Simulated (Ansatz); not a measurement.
**GeSiH6 (SMILES [SiH3][GeH3]): r2SCAN/cc-pVDZ**

What is the energy change on altering one bond length of GeSiH6 at r2SCAN/cc-pVDZ? 

The results are computed with Ansatz 0.2.0.

48 further runs of the same task are left out: 7 that didn't finish, 41 set aside as unsound or not needed. Runs told in other sessions of the task aren't counted.

**1. The system as given**

GeSiH6: 8 atoms, total charge 0, spin state singlet. SMILES: `[SiH3][GeH3]`. The shape is that of a PBE0-D4/def2-TZVP optimisation.

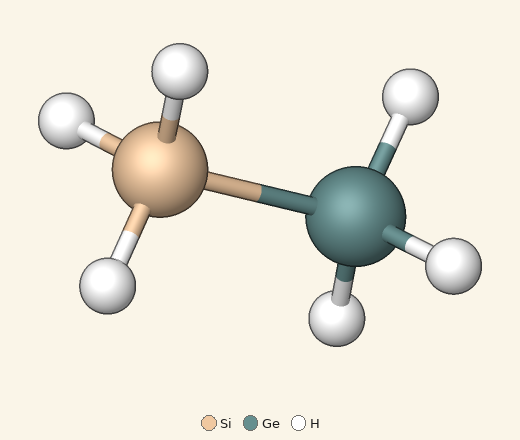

The structure, seen from a chosen angle (silicon light orange, germanium teal, hydrogen white).

**2. The energy at r2SCAN/cc-pVDZ**

Input file input.yaml:

```yaml
crystal:
  periodic: [false, false, false]
  atoms:
    - symbol: Si
      position_ang: [-0.516700, 0.386500, -1.010200]
    - symbol: Ge
      position_ang: [0.529700, -0.393800, 0.977400]
    - symbol: H
      position_ang: [-1.894900, 0.857200, -0.710900]
    - symbol: H
      position_ang: [-0.590800, -0.708400, -2.013300]
    - symbol: H
      position_ang: [0.260800, 1.514500, -1.587400]
    - symbol: H
      position_ang: [0.619100, 0.733600, 2.019400]
    - symbol: H
      position_ang: [1.954300, -0.890500, 0.679100]
    - symbol: H
      position_ang: [-0.269300, -1.556200, 1.590100]
basis:
  gaussian:
    orbitals: cc-pVDZ
hamiltonian:
  xc: {name: r2SCAN}
accuracy: high
output: {orbitals: {seedname: orbitals}}
```

Launch:

```
$ ansatz run input.yaml --threads 1 --pin off --max-ram 3480MiB --events-out events.jsonl --progress --plain --runs-dir runs
```

What it wrote:

```text
Warning: RAYON_NUM_THREADS=1 ignored (pool sized by the plan → 1); use --threads N
Functional definition: r2SCAN
  name "r2SCAN"
  parameter k0 = 0.174
  parameter k1 = 0.065
  parameter a1 = 4.9479
  exchange = r2scan_x(k0 = k0, k1 = k1, a1 = a1)
  correlation = r2scan_c
1748 factors; integrals over basis functions are off by at most 4.7e-9 eV
mean field evaluation 1: about -64490.6693 eV, gradient 1.1e1 eV
mean field evaluation 2: about -64491.1014 eV, gradient 4.1e0 eV
mean field evaluation 4: about -64491.1594 eV, gradient 2.2e-1 eV
mean field evaluation 8: about -64491.1546 eV, gradient 3.0e-3 eV
mean field evaluation 16: about -64491.1546 eV, gradient 4.5e-7 eV
mean field -64491.15464974 eV, -2370.0062197034 hartree, gradient 4.3e-8 eV, S^2 0.000000; 0 other end points of the search recorded, 0 dependent functions left out
reference -64491.15465058 eV, -2370.0062197341 hartree; 26, 26 occupied and 49, 49 virtual orbitals, 1748 factors
Total energy: -64491.15465058 eV, -2370.0062197341 hartree
```

It took 11 s on 1 thread of Arm Neoverse V1, shared host; peak memory 0.24 GiB.

**3. The distorted shape**

Input file job.yaml:

```yaml
crystal:
  periodic: [false, false, false]
  atoms:
    - {symbol: Si, position_ang: [-0.905431, -0.177473, -0.721614]}
    - {symbol: Ge, position_ang: [0.140969, -0.957773, 1.265986]}
    - {symbol: H, position_ang: [-2.283631, 0.293227, -0.422314]}
    - {symbol: H, position_ang: [-0.979531, -1.272373, -1.724714]}
    - {symbol: H, position_ang: [0.260800, 1.514500, -1.587400]}
    - {symbol: H, position_ang: [0.230369, 0.169627, 2.307986]}
    - {symbol: H, position_ang: [1.565569, -1.454473, 0.967686]}
    - {symbol: H, position_ang: [-0.658031, -2.120173, 1.878686]}
basis:
  gaussian: {orbitals: cc-pVDZ}
hamiltonian: {xc: r2scan}
accuracy: high
output: {orbitals: {seedname: orbitals}}
```

Launch:

```
$ ansatz run job.yaml --threads 1 --pin off --max-ram 3480MiB --events-out events.jsonl --progress --plain --runs-dir runs
```

What it wrote, cut to the lines that bear on the results:

```text
Warning: RAYON_NUM_THREADS=1 ignored (pool sized by the plan → 1); use --threads N
[... 7 set-up lines as earlier in the session ...]
1726 factors; integrals over basis functions are off by at most 4.5e-9 eV
mean field evaluation 1: about -64488.8806 eV, gradient 1.0e1 eV
mean field evaluation 2: about -64489.1987 eV, gradient 4.2e0 eV
mean field evaluation 4: about -64489.2824 eV, gradient 6.5e-1 eV
mean field evaluation 8: about -64489.2792 eV, gradient 8.5e-3 eV
mean field evaluation 16: about -64489.2792 eV, gradient 2.9e-7 eV
mean field -64489.27924628 eV, -2369.9372998972 hartree, gradient 5.7e-8 eV, S^2 0.000000; 0 other end points of the search recorded, 0 dependent functions left out
reference -64489.27924715 eV, -2369.9372999292 hartree; 26, 26 occupied and 49, 49 virtual orbitals, 1726 factors
Total energy: -64489.27924715 eV, -2369.9372999292 hartree
```

Run time: 11 s. Hardware: 1 thread of Arm Neoverse V1, shared host; peak memory 0.24 GiB.

**4. What came out**

Level: r2SCAN/cc-pVDZ.

| quantity | value |
| --- | --- |
| first shape: total energy | -2370.00622 Eh |
| first shape: HOMO energy | -7.44 eV |
| first shape: LUMO energy | 0.16 eV |
| first shape: HOMO–LUMO gap | 7.61 eV |
| distorted shape: total energy | -2369.93730 Eh |
| distorted shape: HOMO energy | -7.05 eV |
| distorted shape: LUMO energy | -2.33 eV |
| distorted shape: HOMO–LUMO gap | 4.72 eV |
| energy change with the Si1–H5 bond stretched from 1.487 to 2.230 Å | 1.875 eV |

In words: With the Si1–H5 bond stretched from 1.487 to 2.230 Å the energy rises by 1.88 eV (43 kcal/mol). The first shape isn't relaxed at this level, so the change isn't measured from a minimum.
